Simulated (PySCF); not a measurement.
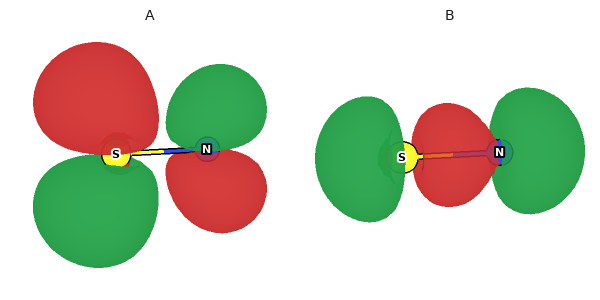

Figure 1: SN (charge −1, triplet). Two frontier α-spin orbitals, each drawn at the value that holds 80 % of its norm (green and red are the two phases), in no order; of a degenerate pair one member is drawn.

These are results of PBE0/aug-cc-pVDZ(-PP), non-relativistic Hamiltonian with scalar-relativistic core potentials where named, at a bond length of 1.598 Å (PySCF 2.14.0), not measurements.

> Name the orbitals and rank them from lowest to highest energy.

Orbital B: σ, occupied in this spin, −3.62 eV; shared between the atoms (S 40 %, N 60 %).
Orbital A: π, occupied in this spin, 0.67 eV; antibonding, with a node between the atoms.
